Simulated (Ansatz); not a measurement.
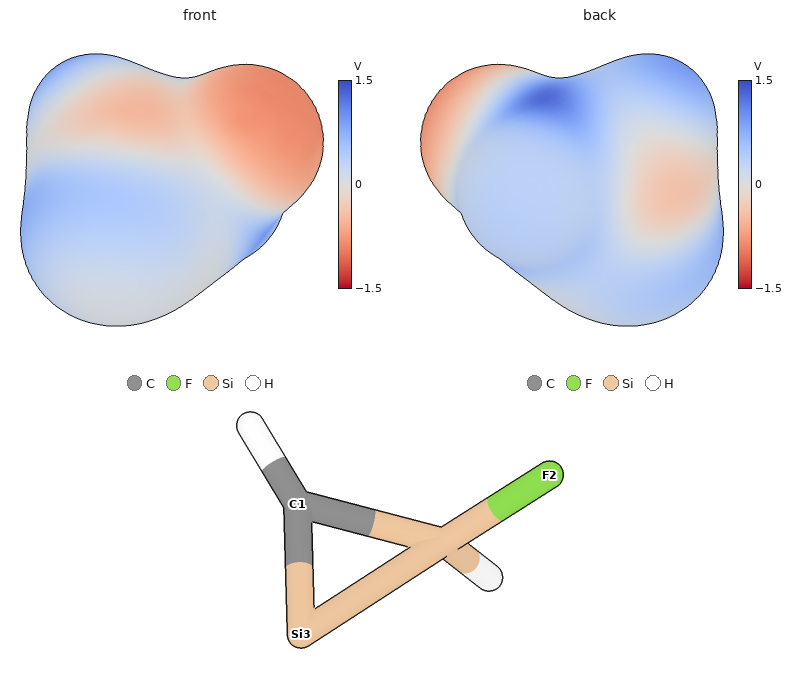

CH$_{2}$FSi$_{2}$ (doublet). The electrostatic potential painted on the density surface at 0.001 e/bohr³, seen from the front and from behind; the colour scale runs from red (negative) to blue (positive). The bare structure is drawn below in the same view.

Geometry: PBE0-D3(BJ)/def2-SVP.

The calculation used isolated molecule in a Gaussian basis; Kohn-Sham density functional theory, functional PBE0 (Ansatz 0.2.0).

```xyz
6

C    -1.1540    0.0469   -0.6922
F     1.5275    0.0756    0.6348
Si   -0.4578   -0.4423   -2.2086
Si    0.5067    0.7429   -0.4401
H     0.8873    2.1774   -0.4492
H    -2.0105    0.0325   -0.0092
```

Question: Which sites attract a positive test charge, and which a negative one?

Answer: A positive charge is drawn to the negative regions and a negative charge to the positive ones. The most negative region (about −0.8 V, or −18 kcal/mol for a unit charge) lies over F2, the most positive (about +1.2 V, or +28 kcal/mol for a unit charge) over Si4.

Question: How polar is the molecule by this calculation?

Answer: Its dipole moment is 1.27 D.
